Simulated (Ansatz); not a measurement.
## Molecular dynamics, with input and output: CH₆AlNO (part 1 of 3)

The run: molecular dynamics of CH₆AlNO, SMILES OC[NH][AlH2]. Method and program: RKS BLYP-d3bjatm/def2-SVP (Ansatz 0.2.0).

The geometry comes from this level: PBE0-D4/def2-TZVP. Figures and captions count atoms from 1; the log counts them from 0 in places.

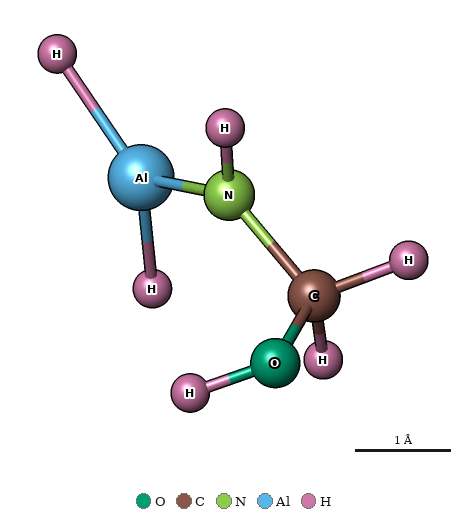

Fig. 1: The starting structure (ball-and-stick view, seen at a tilt). Sticks mark near contacts. Bond lengths as drawn: Al–H 1.58 Å, Al–N 1.78 Å, C–H 1.09 to 1.10 Å, C–N 1.43 Å, C–O 1.41 Å, H–N 1.01 Å and H–O 0.96 Å.

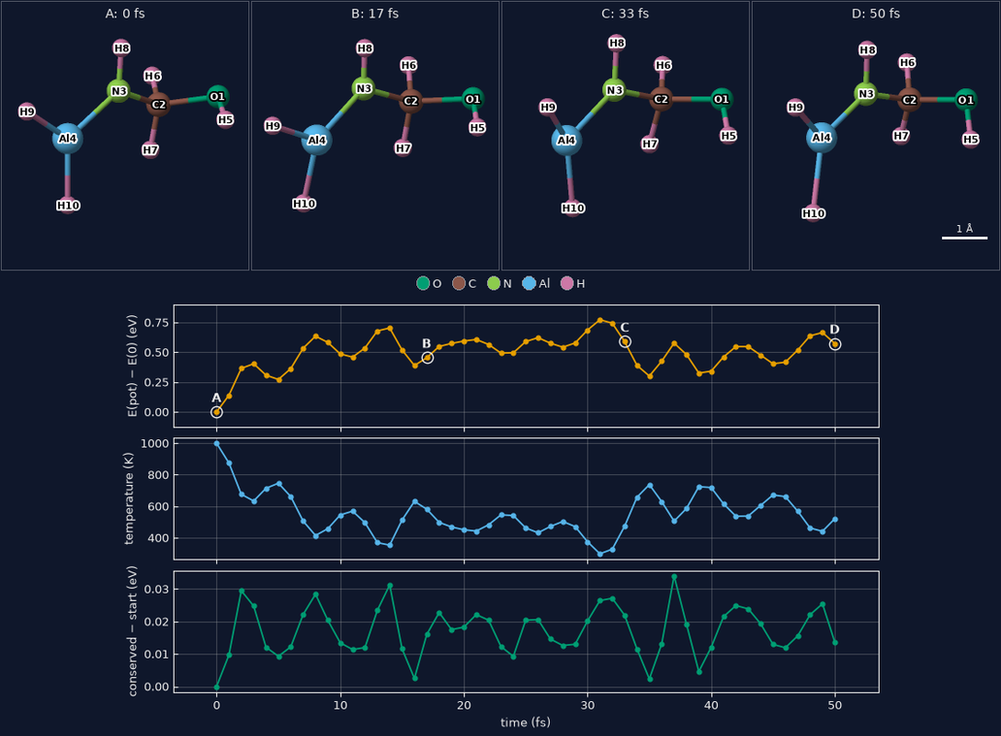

Fig. 2: Frames of the molecular dynamics (ball-and-stick, seen at a tilt) above the curves, on which the letters mark them. The trajectory kept here has 51 frames over 50 fs. The temperature starts at 1000 K, ranges from 298 to 1000 K and averages 538 K over the second half. The potential energy ends 0.573 eV above its first value. The conserved quantity stays within 0.034 eV. After an unweighted best fit of the last frame on the first, the root-mean-square displacement is 0.32 Å, and H10 has moved furthest (0.58 Å).

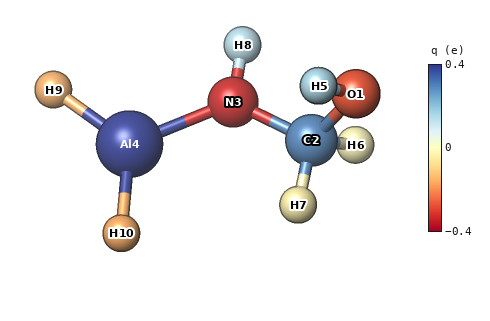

Fig. 3: Mulliken charges, as the colour of each atom (ball-and-stick view, seen at a tilt; atoms are numbered from 1 in the order of the input). By element: O −0.27, C +0.30, N −0.33, Al +0.38 and H −0.16 to +0.15 e.

The input and output of the run follow.

Input
```yaml
crystal:
  periodic: [false, false, false]
  atoms:
    - {symbol: O, position_ang: [0.089539, -0.030174, -2.096214]}
    - {symbol: C, position_ang: [0.617023, -0.408973, -0.845380]}
    - {symbol: N, position_ang: [-0.366832, -0.456333, 0.195483]}
    - {symbol: Al, position_ang: [-0.422279, 0.500655, 1.689482]}
    - {symbol: H, position_ang: [-0.356375, 0.813938, -1.977466]}
    - {symbol: H, position_ang: [1.066111, -1.390898, -1.025149]}
    - {symbol: H, position_ang: [1.415586, 0.276558, -0.530585]}
    - {symbol: H, position_ang: [-1.072810, -1.154493, 0.002847]}
    - {symbol: H, position_ang: [-1.603991, 0.217058, 2.701841]}
    - {symbol: H, position_ang: [0.717129, 1.581362, 1.888141]}
basis:
  gaussian: {orbitals: def2-SVP}
hamiltonian: {xc: {name: BLYP}, dispersion: d3bjatm}
md: {timestep: 1 fs, n_steps: 50, ensemble: nvt_nose_hoover, temperature: 1000, initial_velocities: maxwell_boltzmann, seed: 889}
```

Run as:
```bash
ansatz run in.yaml --threads 2 --pin off --events-out ev --progress --plain --max-ram 4352MiB
```

Output
```
Functional definition: BLYP
  name "BLYP"
  cite "Becke, Phys. Rev. A 38, 3098 (1988) doi:10.1103/PhysRevA.38.3098"
  cite "Lee, Yang & Parr, Phys. Rev. B 37, 785 (1988) doi:10.1103/PhysRevB.37.785"
  parameter beta = 0.0042
  parameter a = 0.04918
  parameter b = 0.132
  parameter c = 0.2533
  parameter d = 0.349
  exchange = b88_x(beta = beta)
  correlation = lyp_c(a = a, b = b, c = c, d = d)
1014 factors; their error is unknown
mean field evaluation 1: about -11249.8674 eV, gradient 7.4e1 eV
mean field evaluation 2: about -11191.4886 eV, gradient 1.5e2 eV
mean field evaluation 4: about -11261.3089 eV, gradient 1.5e1 eV
mean field evaluation 8: about -11261.7345 eV, gradient 5.0e-2 eV
mean field evaluation 16: about -11261.6848 eV, gradient 1.3e-5 eV
mean field -11261.68481606 eV, -413.8592835459 hartree, gradient 1.3e-5 eV, S^2 0.000000; 0 other end points of the search recorded, 0 dependent functions left out
the calculation of the forces begins
reference -11261.68515295 eV, -413.8592959266 hartree; 20, 20 occupied and 70, 70 virtual orbitals, 1014 factors
md step     0: t =     0.00 fs  T =  1000.0 K  F+E_penalty+E_count = -11262.03782303 eV  E_kin = 1.034080 eV  conserved = -11261.00374304 eV  (27 SCF iters)
these checks for a lower state are left out or cut short: starts, cluster_reference, orbital_swaps, neighbouring_geometries, increment
1014 factors; their error is unknown
mean field -11261.54599680 eV, -413.8541820324 hartree, gradient 2.1e-5 eV, S^2 0.000000; 0 other end points of the search recorded, 0 dependent functions left out
the calculation of the forces begins
reference -11261.54633293 eV, -413.8541943849 hartree; 20, 20 occupied and 70, 70 virtual orbitals, 1014 factors
md step     1: t =     1.00 fs  T =   874.3 K  F+E_penalty+E_count = -11261.89816469 eV  E_kin = 0.904112 eV  conserved = -11260.99405544 eV  (29 SCF iters, 3 dispersion substeps)
[... from here on the SCF iterations and repeated set-up lines of each step are left out, up to the last step ...]
md step     2: t =     2.00 fs  T =   675.8 K  F+E_penalty+E_count = -11261.67307041 eV  E_kin = 0.698823 eV  conserved = -11260.97427292 eV  (29 SCF iters, 3 dispersion substeps)
md step     3: t =     3.00 fs  T =   633.6 K  F+E_penalty+E_count = -11261.63413574 eV  E_kin = 0.655230 eV  conserved = -11260.97899309 eV  (30 SCF iters, 3 dispersion substeps)
md step     4: t =     4.00 fs  T =   714.1 K  F+E_penalty+E_count = -11261.72993534 eV  E_kin = 0.738452 eV  conserved = -11260.99168368 eV  (30 SCF iters, 3 dispersion substeps)
md step     5: t =     5.00 fs  T =   746.1 K  F+E_penalty+E_count = -11261.76564329 eV  E_kin = 0.771567 eV  conserved = -11260.99444247 eV  (30 SCF iters, 3 dispersion substeps)
md step     6: t =     6.00 fs  T =   661.2 K  F+E_penalty+E_count = -11261.67474303 eV  E_kin = 0.683754 eV  conserved = -11260.99155401 eV  (30 SCF iters, 3 dispersion substeps)
md step     7: t =     7.00 fs  T =   506.0 K  F+E_penalty+E_count = -11261.50408814 eV  E_kin = 0.523266 eV  conserved = -11260.98159267 eV  (30 SCF iters, 3 dispersion substeps)
md step     8: t =     8.00 fs  T =   414.4 K  F+E_penalty+E_count = -11261.40291017 eV  E_kin = 0.428547 eV  conserved = -11260.97534155 eV  (30 SCF iters, 3 dispersion substeps)
md step     9: t =     9.00 fs  T =   457.8 K  F+E_penalty+E_count = -11261.45555744 eV  E_kin = 0.473396 eV  conserved = -11260.98339135 eV  (31 SCF iters, 3 dispersion substeps)
md step    10: t =    10.00 fs  T =   544.6 K  F+E_penalty+E_count = -11261.55192391 eV  E_kin = 0.563198 eV  conserved = -11260.99030045 eV  (29 SCF iters, 3 dispersion substeps)
md step    11: t =    11.00 fs  T =   569.0 K  F+E_penalty+E_count = -11261.57876163 eV  E_kin = 0.588392 eV  conserved = -11260.99237938 eV  (30 SCF iters, 3 dispersion substeps)
md step    12: t =    12.00 fs  T =   495.7 K  F+E_penalty+E_count = -11261.50189654 eV  E_kin = 0.512604 eV  conserved = -11260.99176670 eV  (31 SCF iters, 3 dispersion substeps)
md step    13: t =    13.00 fs  T =   369.3 K  F+E_penalty+E_count = -11261.35930826 eV  E_kin = 0.381865 eV  conserved = -11260.98034015 eV  (30 SCF iters, 3 dispersion substeps)
md step    14: t =    14.00 fs  T =   353.2 K  F+E_penalty+E_count = -11261.33437008 eV  E_kin = 0.365190 eV  conserved = -11260.97247758 eV  (31 SCF iters, 3 dispersion substeps)
md step    15: t =    15.00 fs  T =   512.7 K  F+E_penalty+E_count = -11261.51849008 eV  E_kin = 0.530168 eV  conserved = -11260.99215989 eV  (31 SCF iters, 3 dispersion substeps)
md step    16: t =    16.00 fs  T =   630.9 K  F+E_penalty+E_count = -11261.64909334 eV  E_kin = 0.652441 eV  conserved = -11261.00126038 eV  (30 SCF iters, 3 dispersion substeps)
md step    17: t =    17.00 fs  T =   581.5 K  F+E_penalty+E_count = -11261.58357647 eV  E_kin = 0.601323 eV  conserved = -11260.98772657 eV  (29 SCF iters, 3 dispersion substeps)
md step    18: t =    18.00 fs  T =   497.6 K  F+E_penalty+E_count = -11261.48926042 eV  E_kin = 0.514564 eV  conserved = -11260.98098727 eV  (29 SCF iters, 3 dispersion substeps)
md step    19: t =    19.00 fs  T =   468.5 K  F+E_penalty+E_count = -11261.46366522 eV  E_kin = 0.484501 eV  conserved = -11260.98623811 eV  (31 SCF iters, 3 dispersion substeps)
md step    20: t =    20.00 fs  T =   450.9 K  F+E_penalty+E_count = -11261.44383190 eV  E_kin = 0.466224 eV  conserved = -11260.98547939 eV  (31 SCF iters, 3 dispersion substeps)
md step    21: t =    21.00 fs  T =   442.6 K  F+E_penalty+E_count = -11261.43056173 eV  E_kin = 0.457634 eV  conserved = -11260.98162669 eV  (32 SCF iters, 3 dispersion substeps)
md step    22: t =    22.00 fs  T =   482.5 K  F+E_penalty+E_count = -11261.47267833 eV  E_kin = 0.498941 eV  conserved = -11260.98334805 eV  (32 SCF iters, 3 dispersion substeps)
md step    23: t =    23.00 fs  T =   545.5 K  F+E_penalty+E_count = -11261.54492925 eV  E_kin = 0.564132 eV  conserved = -11260.99147797 eV  (33 SCF iters, 3 dispersion substeps)
md step    24: t =    24.00 fs  T =   541.2 K  F+E_penalty+E_count = -11261.54225905 eV  E_kin = 0.559656 eV  conserved = -11260.99446924 eV  (30 SCF iters, 3 dispersion substeps)
md step    25: t =    25.00 fs  T =   462.2 K  F+E_penalty+E_count = -11261.44826785 eV  E_kin = 0.477923 eV  conserved = -11260.98335502 eV  (30 SCF iters, 3 dispersion substeps)
md step    26: t =    26.00 fs  T =   431.7 K  F+E_penalty+E_count = -11261.41554570 eV  E_kin = 0.446457 eV  conserved = -11260.98317115 eV  (30 SCF iters, 3 dispersion substeps)
md step    27: t =    27.00 fs  T =   471.9 K  F+E_penalty+E_count = -11261.46195089 eV  E_kin = 0.488012 eV  conserved = -11260.98915987 eV  (32 SCF iters, 3 dispersion substeps)
md step    28: t =    28.00 fs  T =   503.4 K  F+E_penalty+E_count = -11261.49513515 eV  E_kin = 0.520506 eV  conserved = -11260.99113563 eV  (31 SCF iters, 3 dispersion substeps)
md step    29: t =    29.00 fs  T =   470.9 K  F+E_penalty+E_count = -11261.45983207 eV  E_kin = 0.486926 eV  conserved = -11260.99075108 eV  (30 SCF iters, 3 dispersion substeps)
md step    30: t =    30.00 fs  T =   374.6 K  F+E_penalty+E_count = -11261.35194573 eV  E_kin = 0.387401 eV  conserved = -11260.98359919 eV  (30 SCF iters, 3 dispersion substeps)
md step    31: t =    31.00 fs  T =   298.3 K  F+E_penalty+E_count = -11261.26569256 eV  E_kin = 0.308446 eV  conserved = -11260.97730967 eV  (31 SCF iters, 3 dispersion substeps)
md step    32: t =    32.00 fs  T =   327.4 K  F+E_penalty+E_count = -11261.29412140 eV  E_kin = 0.338577 eV  conserved = -11260.97659491 eV  (32 SCF iters, 3 dispersion substeps)
md step    33: t =    33.00 fs  T =   473.3 K  F+E_penalty+E_count = -11261.44881776 eV  E_kin = 0.489380 eV  conserved = -11260.98181019 eV  (32 SCF iters, 3 dispersion substeps)
md step    34: t =    34.00 fs  T =   657.4 K  F+E_penalty+E_count = -11261.64775573 eV  E_kin = 0.679843 eV  conserved = -11260.99221820 eV  (31 SCF iters, 3 dispersion substeps)
md step    35: t =    35.00 fs  T =   737.2 K  F+E_penalty+E_count = -11261.73703269 eV  E_kin = 0.762350 eV  conserved = -11261.00142897 eV  (31 SCF iters, 3 dispersion substeps)
md step    36: t =    36.00 fs  T =   629.3 K  F+E_penalty+E_count = -11261.61223142 eV  E_kin = 0.650788 eV  conserved = -11260.99062686 eV  (30 SCF iters, 3 dispersion substeps)
md step    37: t =    37.00 fs  T =   505.3 K  F+E_penalty+E_count = -11261.46101033 eV  E_kin = 0.522551 eV  conserved = -11260.96971489 eV  (29 SCF iters, 3 dispersion substeps)
md step    38: t =    38.00 fs  T =   585.6 K  F+E_penalty+E_count = -11261.55678179 eV  E_kin = 0.605544 eV  conserved = -11260.98454752 eV  (30 SCF iters, 3 dispersion substeps)
md step    39: t =    39.00 fs  T =   724.3 K  F+E_penalty+E_count = -11261.71228422 eV  E_kin = 0.748964 eV  conserved = -11260.99915860 eV  (30 SCF iters, 3 dispersion substeps)
md step    40: t =    40.00 fs  T =   718.6 K  F+E_penalty+E_count = -11261.69612174 eV  E_kin = 0.743110 eV  conserved = -11260.99168783 eV  (31 SCF iters, 3 dispersion substeps)
md step    41: t =    41.00 fs  T =   615.5 K  F+E_penalty+E_count = -11261.57736096 eV  E_kin = 0.636447 eV  conserved = -11260.98226015 eV  (30 SCF iters, 3 dispersion substeps)
md step    42: t =    42.00 fs  T =   536.6 K  F+E_penalty+E_count = -11261.48996809 eV  E_kin = 0.554842 eV  conserved = -11260.97883183 eV  (30 SCF iters, 3 dispersion substeps)
md step    43: t =    43.00 fs  T =   538.0 K  F+E_penalty+E_count = -11261.49020446 eV  E_kin = 0.556294 eV  conserved = -11260.97987364 eV  (30 SCF iters, 3 dispersion substeps)
md step    44: t =    44.00 fs  T =   605.3 K  F+E_penalty+E_count = -11261.56194402 eV  E_kin = 0.625925 eV  conserved = -11260.98444746 eV  (31 SCF iters, 3 dispersion substeps)
md step    45: t =    45.00 fs  T =   671.7 K  F+E_penalty+E_count = -11261.63419435 eV  E_kin = 0.694636 eV  conserved = -11260.99080021 eV  (29 SCF iters, 3 dispersion substeps)
md step    46: t =    46.00 fs  T =   661.1 K  F+E_penalty+E_count = -11261.62117891 eV  E_kin = 0.683581 eV  conserved = -11260.99183171 eV  (30 SCF iters, 3 dispersion substeps)
md step    47: t =    47.00 fs  T =   568.5 K  F+E_penalty+E_count = -11261.51901103 eV  E_kin = 0.587890 eV  conserved = -11260.98816724 eV  (30 SCF iters, 3 dispersion substeps)
md step    48: t =    48.00 fs  T =   461.9 K  F+E_penalty+E_count = -11261.39984316 eV  E_kin = 0.477641 eV  conserved = -11260.98165763 eV  (30 SCF iters, 3 dispersion substeps)
md step    49: t =    49.00 fs  T =   441.0 K  F+E_penalty+E_count = -11261.37276078 eV  E_kin = 0.456080 eV  conserved = -11260.97830498 eV  (30 SCF iters, 3 dispersion substeps)
these checks for a lower state are left out or cut short: starts, cluster_reference, orbital_swaps, neighbouring_geometries, increment
1014 factors; their error is unknown
mean field -11261.11568833 eV, -413.8383684878 hartree, gradient 1.8e-5 eV, S^2 0.000000; 0 other end points of the search recorded, 0 dependent functions left out
the calculation of the forces begins
reference -11261.11602972 eV, -413.8383810337 hartree; 20, 20 occupied and 70, 70 virtual orbitals, 1014 factors
1014 factors; their error is unknown
mean field evaluation 416: about -11261.0820 eV, gradient 6.7e0 eV
mean field -11261.11568833 eV, -413.8383684878 hartree, gradient 2.1e-5 eV, S^2 0.000000; 1 other end points of the search recorded, 0 dependent functions left out
the calculation of the forces begins
reference -11261.11602972 eV, -413.8383810337 hartree; 20, 20 occupied and 70, 70 virtual orbitals, 1014 factors
md step    50: t =    50.00 fs  T =   521.0 K  F+E_penalty+E_count = -11261.46489135 eV  E_kin = 0.538738 eV  conserved = -11260.99015045 eV  (28 SCF iters, 3 dispersion substeps)
Total energy: -11261.46523275 eV, -413.8512140082 hartree
Atom 0 at     0.002514     0.068973    -1.997069 Å, force     0.327824     0.825307    -0.637751 eV/Å
Atom 1 at     0.630081    -0.543738    -0.896419 Å, force    -1.753036    -1.550821    -0.464493 eV/Å
Atom 2 at    -0.223810    -0.478021     0.259625 Å, force    -0.684259    -2.573556    -1.495428 eV/Å
Atom 3 at    -0.444147     0.510948     1.624026 Å, force    -0.272181     2.992110     2.589541 eV/Å
Atom 4 at     0.084499     1.042628    -1.826226 Å, force    -0.220359    -0.586125    -0.249483 eV/Å
Atom 5 at     0.855474    -1.603582    -1.166267 Å, force    -0.382906     0.048258    -0.183735 eV/Å
Atom 6 at     1.575215    -0.159264    -0.684504 Å, force     2.299805     1.430354     0.662926 eV/Å
Atom 7 at    -1.039173    -1.153809     0.121578 Å, force     0.986154     0.911934     0.221798 eV/Å
Atom 8 at    -1.831328     0.327238     2.349922 Å, force    -0.169625    -0.312147     0.167191 eV/Å
Atom 9 at     0.344557     1.948326     2.160425 Å, force    -0.131417    -1.185315    -0.610566 eV/Å
Dipole moment:     0.220489    -0.148130    -0.086240 e Å
```

Trajectory as extended XYZ (Å, eV, eV/Å), 45 of the 51 frames kept, from step=0 to step=50
```
10
Properties=species:S:1:pos:R:3:forces:R:3 step=0 time_fs=0.0 energy=-11262.03782 temperature=1000.0
O     0.0895   -0.0302   -2.0962    0.1125  -0.6292  -0.7333
C     0.6170   -0.4090   -0.8454   -0.0315   0.1843  -0.2785
N    -0.3668   -0.4563    0.1955    0.0828   0.0912   0.2924
Al   -0.4223    0.5007    1.6895   -0.0473   0.2866   0.4649
H    -0.3564    0.8139   -1.9775   -0.3369   0.7091   0.1399
H     1.0661   -1.3909   -1.0251    0.2725  -0.5253  -0.0612
H     1.4156    0.2766   -0.5306    0.4761   0.3093   0.2520
H    -1.0728   -1.1545    0.0028   -0.5164  -0.4734  -0.1497
H    -1.6040    0.2171    2.7018   -0.0871  -0.0229   0.0633
H     0.7171    1.5814    1.8881    0.0754   0.0702   0.0102
10
Properties=species:S:1:pos:R:3:forces:R:3 step=1 time_fs=1.0 energy=-11261.89817 temperature=874.3
O     0.0925   -0.0270   -2.0995   -0.2503  -0.1676  -0.8458
C     0.6163   -0.4111   -0.8570   -1.6621  -0.8474  -0.4055
N    -0.3577   -0.4596    0.2065   -1.0613  -1.2245  -0.3932
Al   -0.4261    0.5038    1.6890   -0.4556  -0.0467   0.6278
H    -0.3570    0.8258   -1.9828   -0.1118   0.3125   0.0976
H     1.0747   -1.3744   -1.0401    0.3080  -1.0008  -0.1192
H     1.3765    0.2251   -0.5456    2.1308   1.8373   0.8733
H    -1.0959   -1.1866    0.0098    0.6564   0.6990   0.1743
H    -1.5840    0.2517    2.7435   -0.1081  -0.0705  -0.0390
H     0.6902    1.5382    1.9230    0.5541   0.5086   0.0297
10
Properties=species:S:1:pos:R:3:forces:R:3 step=2 time_fs=2.0 energy=-11261.67307 temperature=675.8
O     0.0954   -0.0239   -2.1032   -0.6395   0.3850  -0.8997
C     0.6142   -0.4140   -0.8689   -2.6138  -1.6378  -0.4176
N    -0.3494   -0.4638    0.2173   -1.7058  -2.0286  -0.9379
Al   -0.4302    0.5070    1.6888   -0.8533  -0.3496   0.7719
H    -0.3588    0.8406   -1.9872    0.1637  -0.1895   0.0437
H     1.0861   -1.3675   -1.0563    0.2213  -1.1548  -0.1279
H     1.3578    0.1912   -0.5523    3.1977   2.8040   1.2961
H    -1.1128   -1.2119    0.0185    1.3382   1.3809   0.3577
H    -1.5650    0.2856    2.7847   -0.1185  -0.1160  -0.1562
H     0.6685    1.4999    1.9581    1.0100   0.9064   0.0700
```
